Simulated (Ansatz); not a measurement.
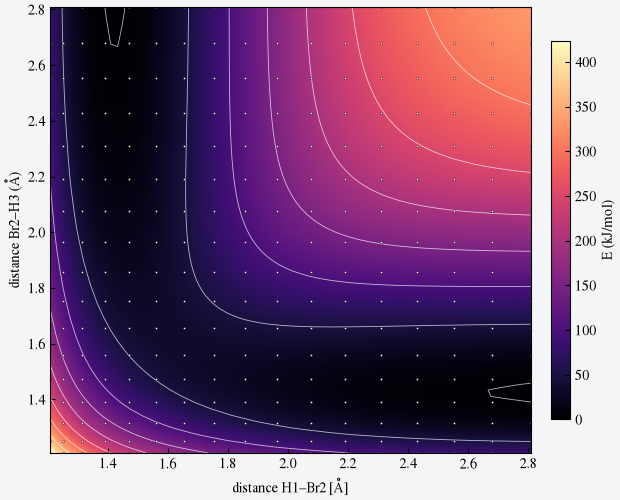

The system H + BrH, spin multiplicity 2. Coordinates scanned: (1) distance H1–Br2; (2) distance Br2–H3. Nothing is relaxed (the angle H1–Br2–H3 is fixed at 180 degrees). The scan uses a 17 × 17 grid; 153 points were computed and 136 follow by symmetry. Points are written as (first, second). Energies are in kJ/mol, from the lowest grid point. In part of the range the unrestricted reference is strongly spin-contaminated. Method: UKS PBE0-D4/def2-TZVPD (Ansatz 0.2.0).

In the figure: a smooth colour map with a few white contour lines, dots at the grid points. Between grid points the surface is interpolated.

The lowest grid point is at (1.390 Å, 2.808 Å). It lies in a valley that leaves the map towards separated partners. The highest grid point, (1.208 Å, 1.208 Å), lies 424 kJ/mol above the lowest. On the interpolated surface the lowest path from the side where the first distance is long, about (2.81 Å, 1.43 Å), to the side where the second distance is long, about (1.43 Å, 2.81 Å), has its top at about (1.62 Å, 1.62 Å), about 36 kJ/mol above the start and 36 kJ/mol above the end.

The level of theory is changed to UHF-MP2, frozen core/def2-TZVPD (Ansatz 0.2.0); with it change the reference geometry, relaxed at the new level.

How does the landscape change?

The lowest place stays at (1.390 Å, 2.808 Å). The span from the lowest to the highest grid point grows from 424 to 457 kJ/mol.

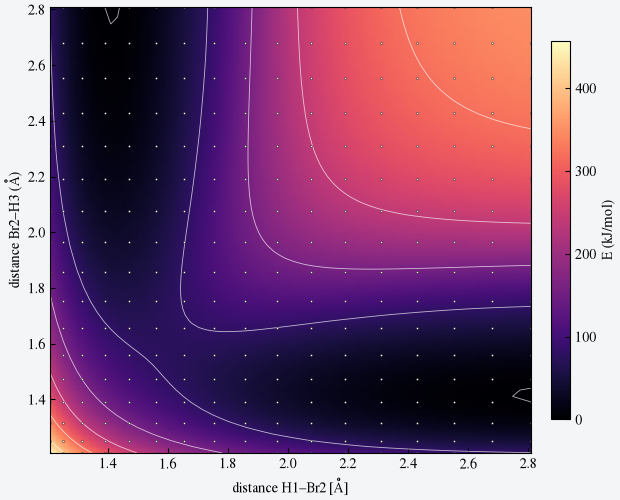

The map after the change, on a colour scale of its own. The picture shows a smooth colour map with a few white contour lines, dots at the grid points. Between grid points the surface is interpolated.
